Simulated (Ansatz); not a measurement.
# OF (Oxygen monofluoride): UPBE0/aug-cc-pVTZ

What is the vertical doublet–quartet gap of OF (Oxygen monofluoride) at UPBE0/aug-cc-pVTZ? 

Program for the calculation: Ansatz 0.2.0.

38 further runs of the same task are left out: 38 set aside as unsound or not needed.

### 1 The system as given

OF has 2 atoms, charge 0, and is taken as a doublet. As SMILES, `[O]F`. The coordinates come from a PBE0-D4/def2-TZVP relaxation.

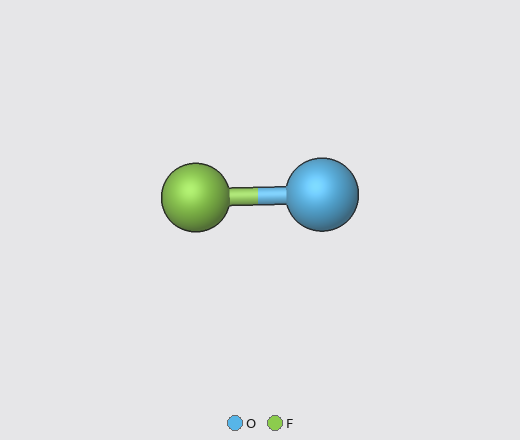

Viewed from a chosen angle; oxygen blue, fluorine green.

### 2 A single-point energy at UPBE0/aug-cc-pVTZ

File molecule.yaml:

```yaml
crystal:
  periodic: [false, false, false]
  atoms:
    - {symbol: O, position_ang: [0.000000, 0.000000, -0.015950]}
    - {symbol: F, position_ang: [-0.000000, -0.000000, 1.314400]}
basis:
  gaussian: {orbitals: aug-cc-pVTZ}
total_charge: 0
magnetization: {spin_polarized: true, initial_magnetization: 1}
hamiltonian: {xc: pbe0}
accuracy: high
output: {orbitals: {seedname: orbitals}}
```

The run is started by

```sh
ansatz run molecule.yaml --threads 1 --pin off --max-ram 3480MiB --events-out events.jsonl --progress --plain --runs-dir runs
```

Standard output:

```text
Warning: RAYON_NUM_THREADS=1 ignored (pool sized by the plan → 1); use --threads N
Functional definition: PBE0
  name "PBE0"
  parameter a = 0.25
  parameter kappa = 0.804
  parameter beta = 0.06672455060314922
  exchange = (1 - a)*pbe_x(kappa = kappa, mu = beta*pi^2/3) + a*exact_x
  correlation = pbe_c(beta = beta)
1299 factors; integrals over basis functions are off by at most 3.4e-9 eV
mean field evaluation 1: about -4755.0762 eV, gradient 1.4e1 eV
mean field evaluation 2: about -4754.4499 eV, gradient 2.1e1 eV
mean field evaluation 4: about -4755.7748 eV, gradient 1.3e0 eV
mean field evaluation 8: about -4755.8638 eV, gradient 5.8e-2 eV
mean field evaluation 16: about -4755.8638 eV, gradient 1.3e-5 eV
mean field -4755.86378946 eV, -174.7747706222 hartree, gradient 6.1e-8 eV, S^2 0.753722; 0 other end points of the search recorded, 0 dependent functions left out
reference -4755.86379218 eV, -174.7747707225 hartree; 9, 8 occupied and 83, 84 virtual orbitals, 1299 factors
Total energy: -4755.86379218 eV, -174.7747707225 hartree
```

Wall time 4.2 s (1 thread of Arm Neoverse V1, shared host); peak memory 0.21 GiB.

### 3 The quartet at the same level

File job.yaml:

```yaml
basis:
  gaussian:
    orbitals: aug-cc-pVTZ
crystal:
  periodic: [false, false, false]
  atoms:
    - {symbol: O, position_ang: [0.000000, 0.000000, -0.015950]}
    - {symbol: F, position_ang: [-0.000000, -0.000000, 1.314400]}
total_charge: 0
magnetization:
  spin_polarized: true
  initial_magnetization: 3
hamiltonian:
  xc: {name: PBE0}
accuracy: high
output: {orbitals: {seedname: orbitals}}
```

The run is started by

```sh
ansatz run job.yaml --threads 1 --pin off --max-ram 3480MiB --events-out events.jsonl --progress --plain --runs-dir runs
```

Standard output, shortened:

```text
Warning: RAYON_NUM_THREADS=1 ignored (pool sized by the plan → 1); use --threads N
[... 7 set-up lines as earlier in the session ...]
1299 factors; integrals over basis functions are off by at most 3.4e-9 eV
mean field evaluation 1: about -4750.9161 eV, gradient 1.2e1 eV
mean field evaluation 2: about -4750.3999 eV, gradient 1.9e1 eV
mean field evaluation 4: about -4751.5239 eV, gradient 2.6e0 eV
mean field evaluation 8: about -4751.6888 eV, gradient 1.2e-1 eV
mean field evaluation 16: about -4751.6889 eV, gradient 4.2e-5 eV
mean field -4751.68889743 eV, -174.6213461700 hartree, gradient 5.9e-8 eV, S^2 3.760874; 0 other end points of the search recorded, 0 dependent functions left out
reference -4751.68889988 eV, -174.6213462602 hartree; 10, 7 occupied and 82, 85 virtual orbitals, 1299 factors
Total energy: -4751.68889988 eV, -174.6213462602 hartree
```

Wall time 4.2 s (1 thread of Arm Neoverse V1, shared host); peak memory 0.21 GiB.

### 4 Outcome

At UPBE0/aug-cc-pVTZ:

| quantity | value |
| --- | --- |
| doublet: total energy | -174.77477 Eh |
| doublet: HOMO energy (highest over α and β) | -9.16 eV |
| doublet: LUMO energy (lowest over α and β) | -4.65 eV |
| doublet: ⟨S²⟩ | 0.754 |
| quartet: total energy | -174.62135 Eh |
| quartet: HOMO energy (highest over α and β) | -4.86 eV |
| quartet: LUMO energy (lowest over α and β) | -4.42 eV |
| quartet: ⟨S²⟩ | 3.761 |
| vertical energy of the quartet above the doublet | 4.175 eV |

At this shape the quartet lies 4.17 eV (96 kcal/mol) above the doublet.
